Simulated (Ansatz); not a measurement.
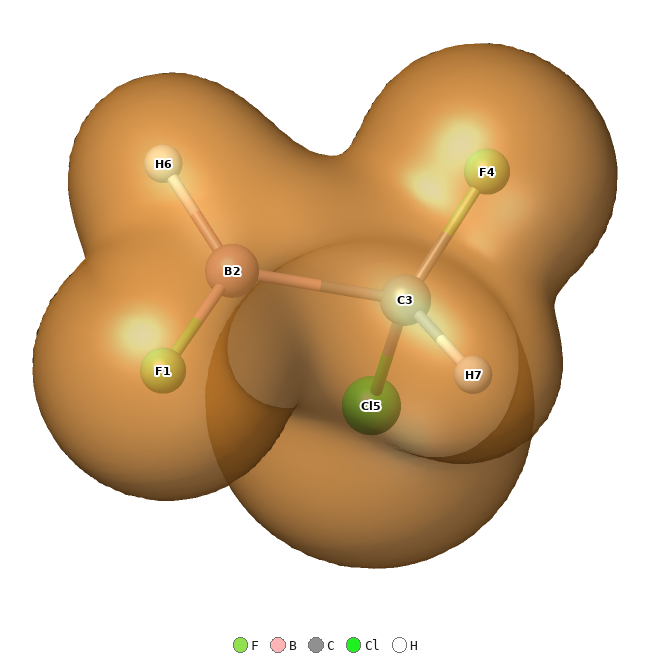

*CH2BClF2. Isosurface of the total electron density at 0.1 e/Å³ (orange), seen at a tilt.*

Geometry: PBE0-D4/def2-TZVP.

Theory: Ansatz 0.2.0, RKS PBE0-D4/def2-TZVPP.

Input file:

```
crystal:
  periodic: [false, false, false]
  atoms:
    - {symbol: F, position_ang: [-1.779984, 0.732739, -0.051289]}
    - {symbol: B, position_ang: [-0.568448, 0.556492, 0.433418]}
    - {symbol: C, position_ang: [0.330243, -0.577433, -0.197230]}
    - {symbol: F, position_ang: [1.255179, -1.101535, 0.644136]}
    - {symbol: Cl, position_ang: [1.145582, 0.442870, -1.438093]}
    - {symbol: H, position_ang: [-0.159411, 1.264922, 1.301953]}
    - {symbol: H, position_ang: [-0.161961, -1.386054, -0.738696]}
basis:
  gaussian: {orbitals: def2-TZVPP}
hamiltonian: {xc: pbe0, dispersion: d4}
output: {orbitals: {seedname: orbitals}}
```

Launched as:

```sh
ansatz run in.yaml --threads 2 --pin off --events-out ev --progress --plain --max-ram 4352MiB
```

What does this surface tell about the bonding?

At this value the surface is in one piece. It bridges the sampled B–F (1.32 Å), C–F (1.36 Å), C–B (1.58 Å) and C–Cl (1.80 Å) contacts, where the density stays above the isovalue. On the grid the lowest density along these lines, outside the cores, is 1.6 e/Å³ (B–F, 1.32 Å), 1.8 e/Å³ (C–F, 1.36 Å), 1.3 e/Å³ (C–B, 1.58 Å) and 1.2 e/Å³ (C–Cl, 1.80 Å).
